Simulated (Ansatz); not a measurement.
# CH₃AlOS₂: small, medium and large basis sets

Aim: see how fast density functionals converge with the basis set for CH₃AlOS₂.

Method: one geometry, several basis sets; program: Ansatz 0.2.0, Gaussian basis.

Levels to be run: PBE0-D4/def2-SVP; ωB97M-V/def2-SVP; PBE0-D4/def2-QZVPP; ωB97M-V/def2-QZVPP; the functionals' def2-TZVPP values are taken from earlier runs.

## (1) The geometry

The geometry comes from an earlier relaxation with PBE0-D4 in a triple-zeta def2 set; it is a stationary point, not always the lowest conformer.

SMILES `[SH][Al]1[O]C[S]1`, 8 atoms, charge 0, spin multiplicity 1.

Atoms are counted from 1 here; the program's logs count them from 0.

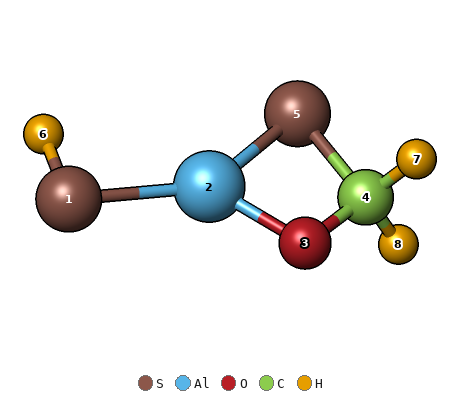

The structure; sulfur brown, aluminium blue, oxygen red, carbon green, hydrogen amber; atoms are numbered from 1 in the order of the file.

## (2) PBE0-D4 in def2-SVP

File in.yaml:

```yaml
crystal:
  periodic: [false, false, false]
  atoms:
    - {symbol: S, position_ang: [1.408618, -2.242504, 1.373756]}
    - {symbol: Al, position_ang: [0.399731, -0.593350, 0.405167]}
    - {symbol: O, position_ang: [-0.323021, -0.480717, -1.150506]}
    - {symbol: C, position_ang: [-0.736549, 0.858047, -1.013479]}
    - {symbol: S, position_ang: [-0.199971, 1.451035, 0.687337]}
    - {symbol: H, position_ang: [1.626343, -1.494150, 2.471538]}
    - {symbol: H, position_ang: [-0.259777, 1.498845, -1.757869]}
    - {symbol: H, position_ang: [-1.823275, 0.945692, -1.071744]}
basis:
  gaussian: {orbitals: def2-SVP}
hamiltonian: {xc: pbe0, dispersion: d4}
output: {orbitals: {seedname: orbitals}}
```

Launch:

```bash
$ ansatz run in.yaml --threads 2 --pin off --events-out ev --progress --plain --max-ram 4352MiB
```

Log:

```text
Functional definition: PBE0
  name "PBE0"
  cite "Adamo & Barone, J. Chem. Phys. 110, 6158 (1999) doi:10.1063/1.478522"
  cite "Perdew, Burke & Ernzerhof, Phys. Rev. Lett. 77, 3865 (1996) doi:10.1103/PhysRevLett.77.3865"
  parent pbe
  parameter a = 0.25
  parameter kappa = 0.804
  parameter beta = 0.06672455060314922
  exchange = (1 - a)*pbe_x(kappa = kappa, mu = beta*pi^2/3) + a*exact_x
  correlation = pbe_c(beta = beta)
908 factors; integrals over basis functions are off by at most 1.2e-3 eV
mean field evaluation 1: about -31373.5741 eV, gradient 4.6e1 eV
mean field evaluation 2: about -31360.9464 eV, gradient 9.1e1 eV
mean field evaluation 4: about -31377.9858 eV, gradient 4.0e0 eV
mean field evaluation 8: about -31378.1834 eV, gradient 4.0e-1 eV
mean field evaluation 16: about -31378.1838 eV, gradient 9.4e-5 eV
mean field -31378.18380434 eV, -1153.1269859126 hartree, gradient 2.3e-5 eV, S^2 0.000000; 0 other end points of the search recorded, 0 dependent functions left out
reference -31378.18383126 eV, -1153.1269869019 hartree; 31, 31 occupied and 66, 66 virtual orbitals, 908 factors
Total energy: -31378.37148732 eV, -1153.1338831349 hartree
```

Run time: 1.6 s. Hardware: 2 threads of Arm Neoverse V2, shared host.

## (3) ωB97M-V in def2-SVP

in.yaml: that of step 2 with these lines changed.

```diff
@@ -13,3 +13,3 @@
   gaussian: {orbitals: def2-SVP}
-hamiltonian: {xc: pbe0, dispersion: d4}
+hamiltonian: {xc: {name: wB97M-V}}
 output: {orbitals: {seedname: orbitals}}
```

The command is unchanged.

Log (excerpt; [...] marks lines left out):

```text
Functional definition: wB97M-V
  name "wB97M-V"
  cite "Mardirossian & Head-Gordon, J. Chem. Phys. 144, 214110 (2016) doi:10.1063/1.4952647"
  cite "Becke, J. Chem. Phys. 107, 8554 (1997) doi:10.1063/1.475007"
  cite "Vydrov & Van Voorhis, J. Chem. Phys. 133, 244103 (2010) doi:10.1063/1.3521275"
  # Of w^i u^j: cxij and so on, Table III.
[...]
  gx(w, u) = 1 - cx + cx01*u + cx10*w
  gss(w, u) = css00 + css04*u^4 + css10*w + css20*w^2 + css43*w^4*u^3
  gos(w, u) = cos00 + cos10*w + (cos20 + cos21*u)*w^2 + (cos60 + cos61*u)*w^6
[...]
      + integral(e_c_pw_mod_opposite_spin*gos(b97_w_opposite, b97_u_opposite)) + vv10(b, c)
908 factors; integrals over basis functions are off by at most 1.2e-3 eV
280 factors; integrals over basis functions are off by at most 1.0e-5 eV
[...]
mean field -31389.69486820 eV, -1153.5500097071 hartree, gradient 4.1e-5 eV, S^2 0.000000; 0 other end points of the search recorded, 0 dependent functions left out
reference -31389.69491088 eV, -1153.5500112755 hartree; 31, 31 occupied and 66, 66 virtual orbitals, 908 factors
Total energy: -31389.69491088 eV, -1153.5500112755 hartree
```

Run time: 8 s. Hardware: 2 threads of Arm Neoverse V2, shared host.

## (4) PBE0-D4 in def2-QZVPP

in.yaml: that of step 3 with these lines changed.

```diff
@@ -12,4 +12,4 @@
 basis:
-  gaussian: {orbitals: def2-SVP}
-hamiltonian: {xc: {name: wB97M-V}}
+  gaussian: {orbitals: "def2-QZVPP.json"}
+hamiltonian: {xc: pbe0, dispersion: d4}
 output: {orbitals: {seedname: orbitals}}
```

Same command.

Log:

```text
Functional definition: PBE0
  name "PBE0"
  cite "Adamo & Barone, J. Chem. Phys. 110, 6158 (1999) doi:10.1063/1.478522"
  cite "Perdew, Burke & Ernzerhof, Phys. Rev. Lett. 77, 3865 (1996) doi:10.1103/PhysRevLett.77.3865"
  parent pbe
  parameter a = 0.25
  parameter kappa = 0.804
  parameter beta = 0.06672455060314922
  exchange = (1 - a)*pbe_x(kappa = kappa, mu = beta*pi^2/3) + a*exact_x
  correlation = pbe_c(beta = beta)
1688 factors; their error is unknown
mean field evaluation 1: about -31386.0603 eV, gradient 5.8e1 eV
mean field evaluation 2: about -31363.6930 eV, gradient 1.2e2 eV
mean field evaluation 4: about -31392.7365 eV, gradient 7.2e0 eV
mean field evaluation 8: about -31392.8325 eV, gradient 1.5e-1 eV
mean field evaluation 16: about -31392.8609 eV, gradient 5.0e-5 eV
mean field -31392.86090882 eV, -1153.6663595537 hartree, gradient 1.4e-5 eV, S^2 0.000000; 0 other end points of the search recorded, 0 dependent functions left out
reference -31392.86094581 eV, -1153.6663609132 hartree; 31, 31 occupied and 383, 383 virtual orbitals, 1688 factors
Total energy: -31393.04860187 eV, -1153.6732571463 hartree
```

Wall time 14 s (2 threads of Arm Neoverse V2, shared host); peak memory 1.4 GiB.

## (5) ωB97M-V in def2-QZVPP

in.yaml: that of step 4 with these lines changed.

```diff
@@ -13,3 +13,3 @@
   gaussian: {orbitals: "def2-QZVPP.json"}
-hamiltonian: {xc: pbe0, dispersion: d4}
+hamiltonian: {xc: {name: wB97M-V}}
 output: {orbitals: {seedname: orbitals}}
```

The command is unchanged.

Log (excerpt; [...] marks lines left out):

```text
Functional definition: wB97M-V
  name "wB97M-V"
  cite "Mardirossian & Head-Gordon, J. Chem. Phys. 144, 214110 (2016) doi:10.1063/1.4952647"
  cite "Becke, J. Chem. Phys. 107, 8554 (1997) doi:10.1063/1.475007"
  cite "Vydrov & Van Voorhis, J. Chem. Phys. 133, 244103 (2010) doi:10.1063/1.3521275"
  # Of w^i u^j: cxij and so on, Table III.
[...]
  gx(w, u) = 1 - cx + cx01*u + cx10*w
  gss(w, u) = css00 + css04*u^4 + css10*w + css20*w^2 + css43*w^4*u^3
  gos(w, u) = cos00 + cos10*w + (cos20 + cos21*u)*w^2 + (cos60 + cos61*u)*w^6
[...]
      + integral(e_c_pw_mod_opposite_spin*gos(b97_w_opposite, b97_u_opposite)) + vv10(b, c)
1589 factors; their error is unknown
348 factors; integrals over basis functions are off by at most 1.1e-5 eV
[...]
mean field -31404.34537173 eV, -1154.0884057813 hartree, gradient 7.2e-5 eV, S^2 0.000000; 0 other end points of the search recorded, 0 dependent functions left out
reference -31404.34543092 eV, -1154.0884079565 hartree; 31, 31 occupied and 383, 383 virtual orbitals, 1589 factors
Total energy: -31404.34543092 eV, -1154.0884079565 hartree
```

Wall time 31 s (2 threads of Arm Neoverse V2, shared host); peak memory 1.6 GiB.

## (6) Functionals by basis

The def2-TZVPP values come from earlier runs at the same geometry.

```
functional       basis  functions  energy (eV)  from the largest (eV)  HOMO (eV)  LUMO (eV)
   PBE0-D4    def2-SVP         97  -31378.3715                 14.677      -7.22      -0.69
   PBE0-D4  def2-TZVPP        230  -31392.0189                  1.030      -7.29      -0.87
   PBE0-D4  def2-QZVPP        414  -31393.0486                  0.000      -7.32      -0.99
   ωB97M-V    def2-SVP         97  -31389.6949                 14.651      -9.34       1.06
   ωB97M-V  def2-TZVPP        230  -31403.3639                  0.982      -9.46       0.82
   ωB97M-V  def2-QZVPP        414  -31404.3454                  0.000      -9.50       0.50
```

## (7) Results

```
                                       quantity           value
PBE0-D4: double and triple zeta above quadruple  14.68, 1.03 eV
ωB97M-V: double and triple zeta above quadruple  14.65, 0.98 eV
```

In words: For PBE0-D4 the step from double to triple zeta gains 13.65 eV and the next only 1.03 eV. Total energies overstate the basis error of differences, where much of it tends to cancel. The LUMO of ωB97M-V is positive and keeps falling with the basis (1.06 to 0.50 eV): an unbound level that the basis holds in place.

For PBE0-D4 the largest set took about 8 times as long as the smallest (14 s against 1.6 s).
